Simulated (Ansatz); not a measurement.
```yaml
atoms:
  - { symbol: B, position_ang: [0.0346, 0.5275, -0.2051] }
  - { symbol: H, position_ang: [-0.0820, -0.3717, 2.0163] }
  - { symbol: Cl, position_ang: [1.4179, -0.4800, -0.7308] }
  - { symbol: O, position_ang: [-1.2295, 0.1259, -0.4211] }
  - { symbol: H, position_ang: [-1.2869, -0.7368, -0.8409] }
  - { symbol: O, position_ang: [0.2558, 1.7563, 0.3732] }
  - { symbol: H, position_ang: [1.1932, 1.9618, 0.4375] }
  - { symbol: H, position_ang: [0.0355, 0.3345, 2.0629] }
```

Not at a stationary point (largest force 1.8 eV/Å).

Level of theory: RKS PBE0/def2-SVP in Ansatz.

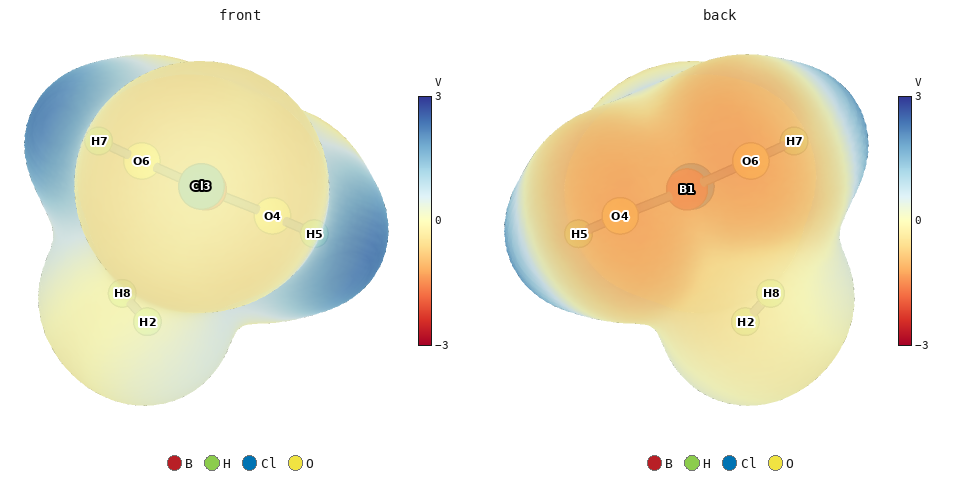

BClH2O2···H2. The molecular electrostatic potential painted on the density surface at 0.001 e/bohr³, seen from the front and from behind; the colour scale runs from red (negative) to blue (positive).

Q: Which sites attract a positive test charge, and which a negative one?

A: A positive charge is drawn to the negative regions and a negative charge to the positive ones. The most negative region (about −1.3 V) lies over O4 and O6, the most positive (about +2.2 V) over H5.
